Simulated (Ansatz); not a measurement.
**What Ti vacancy, symmetric start does to TiAl**

Consider a 24-atom supercell of TiAl (space group P4/mmm, No. 123; a = 2.797 Å, c = 4.032 Å) at its relaxed geometry.

Modification: one Ti atom is removed, atoms relaxed at fixed cell.

The values are results of PBEsol (Ansatz, an electronic-structure program), without spin-orbit coupling, not measurements. Γ-centred 5×4×5 mesh, Fermi–Dirac width 0.05 eV.

| quantity | base | changed | shift |
|---|---|---|---|
| energy gained by relaxation | – | 0.02 eV | – |
| largest displacement of a host atom from its site in the perfect cell | – | 0.03 Å | – |

Final structure:

```
CELL_PARAMETERS angstrom
      5.59458     0.00000    -4.03230
      0.00000     8.39186     0.00000
      5.59458     0.00000     4.03230
ATOMIC_POSITIONS crystal
  Al 0.87585 0.16588 0.37409
  Al 0.87473 0.50000 0.37402
  Al 0.87585 0.83412 0.37409
  Al 0.12415 0.16588 0.62591
  Al 0.12527 0.50000 0.62598
  Al 0.12415 0.83412 0.62591
  Al 0.37409 0.16588 0.87585
  Al 0.37402 0.50000 0.87473
  Al 0.37409 0.83412 0.87585
  Al 0.62591 0.16588 0.12415
  Al 0.62598 0.50000 0.12527
  Al 0.62591 0.83412 0.12415
  Ti 0.00000 0.32936 0.00000
  Ti 0.00000 0.67064 0.00000
  Ti 0.25015 0.00000 0.25015
  Ti 0.24842 0.33343 0.24842
  Ti 0.24842 0.66657 0.24842
  Ti 0.50000 0.00000 0.50000
  Ti 0.50000 0.33086 0.50000
  Ti 0.50000 0.66914 0.50000
  Ti 0.74985 0.00000 0.74985
  Ti 0.75158 0.33343 0.75158
  Ti 0.75158 0.66657 0.75158
```

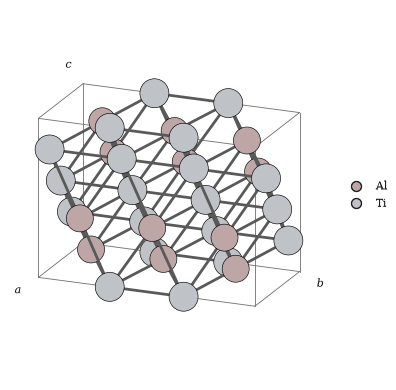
Fig. 1. The relaxed cell after the change

Cost of the whole job for the changed cell (relaxation, final SCF and bands): around 6 core-minutes (rough).

The cell is small, so the values are those of an ordered compound at a high defect concentration; dilute-limit values will differ. The defect started on the symmetric site and kept its symmetry, so it may sit on a saddle. The final runs are not spin-polarised. The defect cell is not spin-polarised.
